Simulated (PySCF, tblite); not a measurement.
**C3H10O2Si2: geometry, infrared bands and NMR shifts**

Aim: predict the infrared bands and NMR shifts of C3H10O2Si2 (`O=C(CC[SiH3])O[SiH3]`).

Computed with tblite 0.8.0 and PySCF 2.14.0, with density-fitted response routines of our own, on a single molecule in the gas phase. Atoms count from 0, in the outputs and in this text.

## Step 1: Starting geometry

17 atoms, charge 0, multiplicity 1; geometry from: force field or distance geometry start.

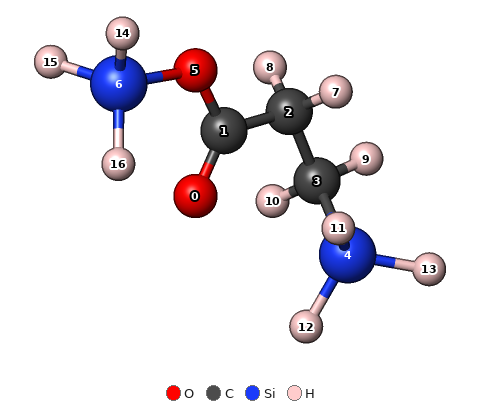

The starting geometry (oxygen red, carbon dark grey, silicon blue, hydrogen pink), atoms numbered; sticks join atoms by distance.

## Step 2: Geometry optimisation with GFN2-xTB

What the job is given:

```
{"job": {"kind": "relax", "xc": "GFN2-xTB", "basis": "xTB"}, "charge": 0, "multiplicity": 1}
O      0.500800     0.327400    -0.829400
C      0.603300    -0.277600     0.272600
C     -0.532500    -0.973000     0.932600
C     -1.821700    -0.843200     0.117000
Si    -2.251800     0.948200    -0.051900
O      1.818800    -0.345400     0.957300
Si     3.245400     0.419400     0.308800
H     -0.685900    -0.481300     1.916900
H     -0.255200    -2.034900     1.026700
H     -2.598000    -1.402600     0.728100
H     -1.720000    -1.361200    -0.865200
H     -1.270600     1.780000     0.637700
H     -2.385100     1.318400    -1.484900
H     -3.572900     1.152900     0.587500
H      4.147400     0.893300     1.372100
H      3.976100    -0.620600    -0.425700
H      2.795200     1.512400    -0.560600
```

Command:

```console
$ OMP_NUM_THREADS=1 python probes_run.py task.json out
```

The driver reads the jobs from task.json and runs them one after another.

The program printed:

```text
step      E/eV     max force
  0    -630.23058    4.120
  1    -630.44560    4.193
  2    -630.56320    0.626
  3    -630.59295    0.607
  4    -630.63986    0.502
  5    -630.65726    0.457
  6    -630.70127    0.382
  7    -630.71759    0.331
  8    -630.74079    0.323
  9    -630.75404    0.300
 10    -630.76469    0.239
 11    -630.77091    0.226
 12    -630.77681    0.210
 13    -630.78074    0.186
 14    -630.78306    0.109
 15    -630.78477    0.097
 16    -630.78634    0.117
 17    -630.78768    0.108
 18    -630.78873    0.072
 19    -630.78964    0.086
 20    -630.79063    0.095
 21    -630.79177    0.110
 22    -630.79299    0.086
 23    -630.79423    0.076
 24    -630.79558    0.077
 25    -630.79714    0.100
 26    -630.79877    0.111
 27    -630.80023    0.090
 28    -630.80152    0.091
 29    -630.80292    0.085
 30    -630.80483    0.114
 31    -630.80734    0.145
 32    -630.80981    0.138
 33    -630.81168    0.094
 34    -630.81315    0.087
 35    -630.81446    0.078
 36    -630.81583    0.083
 37    -630.81729    0.101
 38    -630.81868    0.096
 39    -630.81988    0.084
 40    -630.82091    0.069
 41    -630.82192    0.073
 42    -630.82298    0.080
 43    -630.82406    0.083
 44    -630.82498    0.059
 45    -630.82562    0.073
 46    -630.82623    0.077
 47    -630.82700    0.083
 48    -630.82894    0.092
 49    -630.83010    0.087
 50    -630.83125    0.065
 51    -630.83181    0.058
 52    -630.83234    0.056
 53    -630.83301    0.092
 54    -630.83374    0.066
 55    -630.83448    0.095
 56    -630.83507    0.051
 57    -630.83552    0.054
 58    -630.83584    0.059
 59    -630.83625    0.054
 60    -630.83669    0.048
 61    -630.83718    0.047
 62    -630.83754    0.044
 63    -630.83777    0.036
 64    -630.83798    0.041
 65    -630.83830    0.055
 66    -630.83876    0.058
 67    -630.83929    0.061
 68    -630.83976    0.060
 69    -630.84018    0.062
 70    -630.84062    0.063
 71    -630.84115    0.051
 72    -630.84170    0.091
 73    -630.84219    0.045
 74    -630.84270    0.143
 75    -630.84327    0.094
 76    -630.84429    0.066
 77    -630.84468    0.059
 78    -630.84522    0.053
 79    -630.84549    0.040
 80    -630.84580    0.054
 81    -630.84612    0.060
 82    -630.84646    0.050
 83    -630.84670    0.029
 84    -630.84686    0.029
 85    -630.84701    0.033
 86    -630.84726    0.053
 87    -630.84779    0.083
 88    -630.84869    0.105
 89    -630.84982    0.093
 90    -630.85072    0.063
 91    -630.85101    0.071
 92    -630.85149    0.052
 93    -630.85177    0.049
 94    -630.85266    0.048
 95    -630.85335    0.069
 96    -630.85427    0.065
 97    -630.85491    0.089
 98    -630.85519    0.072
 99    -630.85564    0.045
100    -630.85598    0.045
101    -630.85665    0.043
102    -630.85703    0.041
103    -630.85743    0.038
104    -630.85779    0.044
105    -630.85811    0.037
106    -630.85842    0.040
107    -630.85879    0.049
108    -630.85924    0.044
109    -630.85976    0.049
110    -630.85991    0.076
111    -630.86074    0.060
112    -630.86137    0.060
113    -630.86422    0.143
114    -630.86548    0.095
115    -630.86665    0.074
116    -630.86744    0.063
117    -630.86776    0.074
118    -630.86806    0.068
119    -630.86861    0.044
120    -630.86890    0.042
121    -630.86921    0.058
122    -630.86950    0.052
123    -630.86985    0.048
124    -630.87015    0.047
125    -630.87045    0.051
126    -630.87072    0.045
127    -630.87104    0.044
128    -630.87164    0.069
129    -630.87241    0.069
130    -630.87318    0.067
131    -630.87379    0.066
132    -630.87441    0.068
133    -630.87505    0.069
134    -630.87585    0.061
135    -630.87658    0.046
136    -630.87706    0.039
137    -630.87734    0.041
138    -630.87779    0.043
139    -630.87828    0.044
140    -630.87897    0.067
141    -630.87961    0.069
142    -630.88020    0.061
143    -630.88067    0.041
144    -630.88104    0.048
145    -630.88128    0.035
146    -630.88145    0.030
147    -630.88162    0.030
148    -630.88190    0.038
149    -630.88223    0.042
150    -630.88250    0.034
151    -630.88268    0.026
152    -630.88282    0.025
153    -630.88298    0.026
154    -630.88313    0.026
155    -630.88328    0.029
156    -630.88344    0.031
157    -630.88366    0.034
158    -630.88396    0.040
159    -630.88435    0.038
160    -630.88476    0.032
161    -630.88507    0.028
162    -630.88523    0.022
163    -630.88530    0.016
164    -630.88534    0.013
165    -630.88537    0.013
166    -630.88539    0.012
167    -630.88541    0.012
168    -630.88542    0.008
```

Wall time 1.9 s (1 thread of Intel Xeon Platinum 8259CL at 2.50GHz, shared host).

Step by step: (not every step is listed)

```csv
step,energy from step 0 (eV),largest force (eV/Å)
0,0.0000,4.1196
1,-0.2150,4.1935
2,-0.3326,0.6257
3,-0.3624,0.6068
4,-0.4093,0.5022
5,-0.4267,0.4571
6,-0.4707,0.3815
7,-0.4870,0.3310
8,-0.5102,0.3235
23,-0.5636,0.0760
38,-0.5881,0.0961
53,-0.6024,0.0916
68,-0.6092,0.0603
83,-0.6161,0.0291
98,-0.6246,0.0716
113,-0.6336,0.1434
128,-0.6411,0.0693
143,-0.6501,0.0409
158,-0.6534,0.0403
163,-0.6547,0.0159
164,-0.6548,0.0127
165,-0.6548,0.0128
166,-0.6548,0.0122
167,-0.6548,0.0122
168,-0.6548,0.0083
```

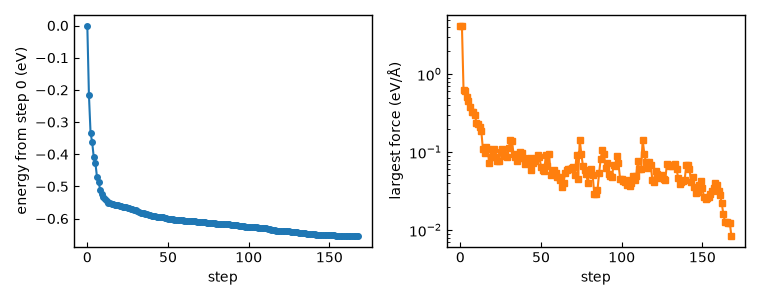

Energy and largest force along the relaxation.

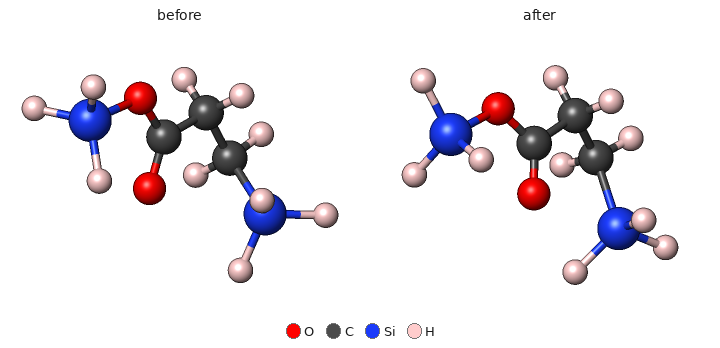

The geometry before (left) and after (right).

Close pairs (by a distance rule), those that changed most:

```csv
bond,before (Å),after (Å),change (Å)
C1–O5,1.397,1.317,-0.079
O5–Si6,1.744,1.672,-0.071
C3–Si4,1.850,1.913,+0.063
O0–C1,1.261,1.208,-0.053
C3–H9,1.135,1.089,-0.046
Si4–H12,1.486,1.456,-0.030
C3–H10,1.115,1.090,-0.025
Si6–H14,1.473,1.456,-0.017
```

The final coordinates are the input of the step that follows.

## Step 3: Vibrational analysis with GFN2-xTB

What the job is given:

```
{"job": {"kind": "ir", "xc": "GFN2-xTB", "basis": "xTB"}, "charge": 0, "multiplicity": 1}
O      0.415725     0.763191    -0.351300
C      0.627065    -0.101912     0.465638
C     -0.457885    -0.848456     1.178050
C     -1.730611    -0.865853     0.344527
Si    -2.189669     0.859545    -0.343600
O      1.853784    -0.441432     0.805349
Si     3.156254     0.338282     0.103781
H     -0.635239    -0.314941     2.117914
H     -0.098063    -1.849130     1.431438
H     -2.541997    -1.259176     0.955948
H     -1.601354    -1.560693    -0.485917
H     -1.798754     1.910768     0.592605
H     -1.760676     1.062632    -1.719616
H     -3.666299     0.851528    -0.362065
H      4.206190    -0.396359     0.794364
H      3.119747     0.111410    -1.334601
H      3.094786     1.752628     0.447037
```

The program printed:

```text
mode    cm-1     km/mol
  1      40.2      0.22
  2      65.9      0.20
  3      91.7      2.39
  4     139.9      9.95
  5     150.1     26.20
  6     188.1     28.57
  7     272.2      9.83
  8     286.8      1.40
  9     389.9      1.59
 10     534.9     24.71
 11     547.6     53.94
 12     585.1     23.02
 13     593.2    100.54
 14     619.5     74.74
 15     679.5      9.38
 16     699.6     78.67
 17     739.8    134.20
 18     747.3    212.90
 19     768.1    316.02
 20     774.3    214.34
 21     793.2    138.46
 22     802.9    181.31
 23     837.3    299.14
 24     864.0    169.13
 25     925.9      4.85
 26     957.3     26.60
 27    1083.1      3.45
 28    1096.9     23.06
 29    1175.4    120.88
 30    1232.2    323.72
 31    1280.2     12.85
 32    1331.4    164.28
 33    1443.9     11.95
 34    1491.7      1.02
 35    1726.0    360.51
 36    2155.5    458.61
 37    2273.6    226.89
 38    2317.9    276.33
 39    2325.8    134.21
 40    2327.5    358.99
 41    2339.0    229.19
 42    2934.0     10.65
 43    2962.8     29.44
 44    2987.2     52.41
 45    3004.1     34.48
```

It took 1 s on 1 thread of Intel Xeon Platinum 8259CL at 2.50GHz, shared host.

Which atoms move in the most intense modes:

```csv
cm⁻¹,km/mol,atoms
768,316.0,"O5 43 %, Si6 19 %, H15 12 %, H16 12 %"
837,299.1,"H11 39 %, H13 36 %, H12 15 %"
1232,323.7,"C1 41 %, O5 20 %, H9 15 %, H7 14 %"
1726,360.5,"C1 63 %, O0 36 %"
2156,458.6,H13 96 %
2318,276.3,"H16 49 %, H15 44 %"
2328,359.0,"H12 42 %, H15 36 %, H16 18 %"
2339,229.2,H14 96 %
```

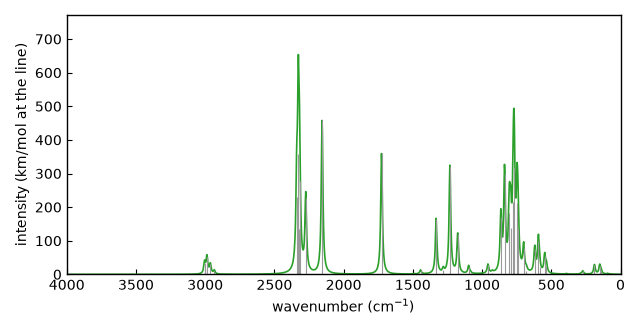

The infrared spectrum from these modes, unscaled. Lines are broadened to a width of 14 cm⁻¹ (Lorentzian).

## Step 4: NMR shieldings: PBE0/pcSseg-1

The job, as its differences from that of step 3:

```diff
@@ -1,2 +1,2 @@
-{"job": {"kind": "ir", "xc": "GFN2-xTB", "basis": "xTB"}, "charge": 0, "multiplicity": 1}
+{"job": {"kind": "nmr", "xc": "PBE0", "basis": "pcSseg-1"}, "charge": 0, "multiplicity": 1}
 O      0.415725     0.763191    -0.351300
```

Level: GIAO PBE0/pcSseg-1 NMR shielding, non-relativistic, gas phase.

The program printed:

```text
coarse grid: 14880 points
cycle   1  E = -848.9897495744  dE =  8.397e-01  |g| = 9.172e-01  |ddm| = 3.619e+00
cycle   2  E = -848.7114848104  dE =  2.783e-01  |g| = 1.539e+00  |ddm| = 1.621e+00
cycle   3  E = -849.1329857332  dE = -4.215e-01  |g| = 2.551e-01  |ddm| = 1.144e+00
cycle   4  E = -849.1443749303  dE = -1.139e-02  |g| = 7.531e-02  |ddm| = 2.124e-01
cycle   5  E = -849.1452711220  dE = -8.962e-04  |g| = 2.017e-02  |ddm| = 5.268e-02
cycle   6  E = -849.1453564976  dE = -8.538e-05  |g| = 4.786e-03  |ddm| = 1.867e-02
cycle   7  E = -849.1453618456  dE = -5.348e-06  |g| = 8.464e-04  |ddm| = 4.612e-03
final grid: 133616 points
cycle   8  E = -849.2053620889  dE = -1.353e-05  |g| = 1.201e-02  |ddm| = 2.181e-02
cycle   9  E = -849.2053171824  dE =  4.491e-05  |g| = 1.969e-02  |ddm| = 1.999e-02
cycle  10  E = -849.2053876165  dE = -7.043e-05  |g| = 2.208e-03  |ddm| = 1.306e-02
cycle  11  E = -849.2053885036  dE = -8.871e-07  |g| = 3.493e-04  |ddm| = 1.611e-03
cycle  12  E = -849.2053885231  dE = -1.954e-08  |g| = 1.047e-04  |ddm| = 2.808e-04
cycle  13  E = -849.2053885254  dE = -2.310e-09  |g| = 2.722e-05  |ddm| = 1.010e-04
cycle  14  E = -849.2053885256  dE = -1.701e-10  |g| = 3.929e-06  |ddm| = 2.633e-05
converged SCF energy = -849.2053885256

GIAO shielding tensors (ppm)
atom      isotropic    diamagn.    paramagn.     s11        s22        s33       span
  0 O     -106.293     406.189    -512.482   -352.091   -238.815    272.026    624.117
  1 C       -0.046     255.381    -255.427    -93.060     19.397     73.526    166.586
  2 C      152.455     251.198     -98.743    135.872    148.954    172.538     36.666
  3 C      180.415     251.745     -71.330    168.808    179.642    192.795     23.987
  4 Si     423.419     878.234    -454.815    390.699    409.382    470.175     79.476
  5 O      142.756     398.842    -256.085     -3.949    210.716    221.502    225.452
  6 Si     388.052     880.043    -491.992    356.944    363.918    443.294     86.350
  7 H       29.267      30.593      -1.325     25.380     28.339     34.083      8.703
  8 H       28.875      31.139      -2.264     23.644     28.686     34.297     10.653
  9 H       30.834      29.617       1.217     25.409     28.594     38.500     13.091
 10 H       30.798      31.499      -0.700     26.341     28.891     37.163     10.822
 11 H       27.794      29.484      -1.690     24.500     26.906     31.975      7.475
 12 H       27.275      29.324      -2.049     23.622     26.179     32.024      8.402
 13 H       27.763      28.350      -0.587     23.946     25.739     33.602      9.656
 14 H       27.166      28.860      -1.693     23.560     25.855     32.084      8.524
 15 H       26.775      29.728      -2.953     23.424     25.465     31.436      8.011
 16 H       26.792      29.344      -2.552     23.464     25.410     31.501      8.037
```

It took 37 s on 1 thread of Intel Xeon Platinum 8259CL at 2.50GHz, shared host; peak memory 0.82 GiB.

The references, computed at this level on geometries of the same kind, shield at (ppm): ¹H TMS 31.72, ¹³C TMS 186.9, ²⁹Si TMS 349.2, ¹⁷O H2O 336.1. Their shielding less the atom's gives the shift. The references are single molecules in the gas phase, so shifts against H2O, NH3, PH3, H3PO4 or CFCl3 are not on the usual liquid scales and can be off by tens of ppm. Atoms listed in one row are averaged.

```csv
atoms,environment,σ (ppm),δ (ppm),δ scaled to CDCl3
C1,carbonyl carbon,0.0,187.0,180.6
C2,sp3 CH2 α to a carbonyl,152.5,34.5,31.7
C3,sp3 CH2 bonded to Si,180.4,6.5,4.4
"H14, H15, H16",hydrogen on a silicon bonded to O,26.91,4.81,–
"H11, H12, H13",hydrogen on a silicon bonded to C,27.61,4.11,–
"H7, H8",hydrogen on an sp3 CH2 α to a carbonyl,29.07,2.65,2.60
"H9, H10",hydrogen on an sp3 CH2 bonded to Si,30.82,0.90,0.95
O0,carbonyl oxygen,-106.3,442.4,–
O5,"oxygen bonded to C, Si",142.8,193.3,–
Si6,"silicon bonded to O, 3 H",388.1,-38.9,–
Si4,"silicon bonded to C, 3 H",423.4,-74.3,–
```

The scaled column applies a straight-line fit of computed shieldings to shifts measured in CDCl3 (root-mean-square error 0.16 ppm for H, 1.9 ppm for C).

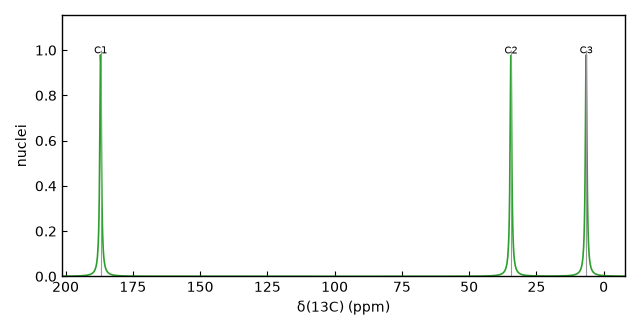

¹³C lines at the computed shifts, without couplings. Lines are broadened to a width of 0.72 ppm (Lorentzian).

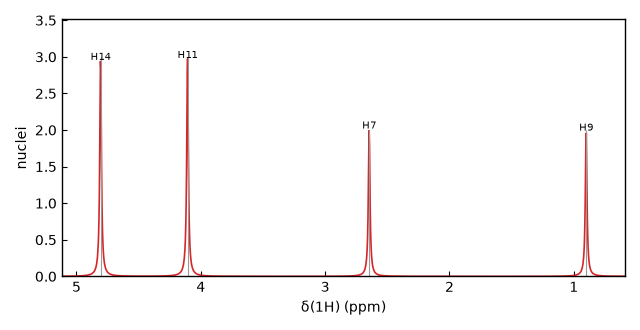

¹H lines at the computed shifts, without couplings. Lines are broadened to a width of 0.02 ppm (Lorentzian).

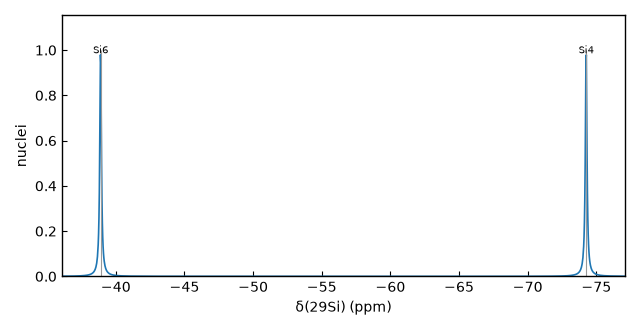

²⁹Si lines at the computed shifts, without couplings. Lines are broadened to a width of 0.14 ppm (Lorentzian).

Charges from the same density, by scheme (e):

```csv
atoms,Mulliken,IAO,Hirshfeld,ESP fit
O0,-0.45,-0.45,-0.20,-0.53
C1,0.52,0.53,0.23,0.83
C2,-0.23,-0.30,-0.07,-0.17
C3,-0.53,-0.54,-0.16,-0.17
Si4,0.54,0.61,0.28,0.40
O5,-0.57,-0.57,-0.18,-0.54
Si6,0.67,0.85,0.39,0.58
```

IAO charges:

O0 -0.45; C1 0.53; C2 -0.30; C3 -0.54; Si4 0.61; O5 -0.57; Si6 0.85; H7 0.17; H8 0.16; H9 0.15; H10 0.15; H11 -0.13; H12 -0.11; H13 -0.15; H14 -0.13; H15 -0.12; H16 -0.12

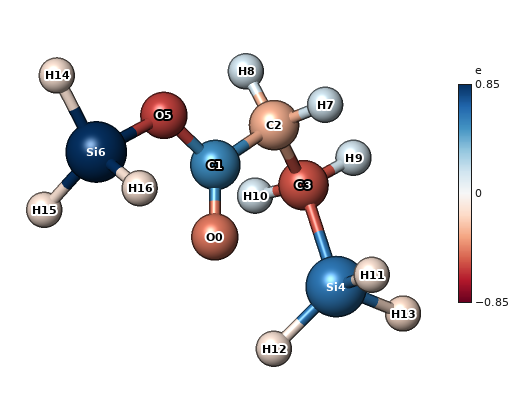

IAO charges, as colours on the atoms.

Mayer bond orders: O0–C1 1.82, C1–C2 0.98, C2–C3 1.04, C3–Si4 0.87, C1–O5 1.10, O5–Si6 0.83.

## Step 5: Results

```
                                                              quantity                       value
                             strongest single infrared mode (GFN2-xTB)       2156 cm⁻¹, 459 km/mol
                                          zero-point energy (GFN2-xTB)               73.7 kcal/mol
                                ¹³C shifts against TMS (PBE0/pcSseg-1)        187.0, 34.5, 6.5 ppm
¹H shifts against TMS (PBE0/pcSseg-1, means over atoms taken as alike)  4.81, 4.11, 2.65, 0.90 ppm
                                ¹⁷O shifts against H2O (PBE0/pcSseg-1)            442.4, 193.3 ppm
                               ²⁹Si shifts against TMS (PBE0/pcSseg-1)            -38.9, -74.3 ppm
```

**Reading.** The optimisation took 168 steps and gained 0.655 eV; among the close pairs (by a distance rule), C1–O5 changed most, from 1.397 to 1.317 Å. All 45 modes are real, so the xTB geometry is a minimum. The strongest single mode, at 2156 cm⁻¹, moves mainly H13. Unscaled tight-binding wavenumbers are off by several per cent, some by more. Its intensities can rank the bands wrongly. At PBE0/pcSseg-1: The largest span, 624 ppm, is at O0, where the paramagnetic term is -512 ppm.
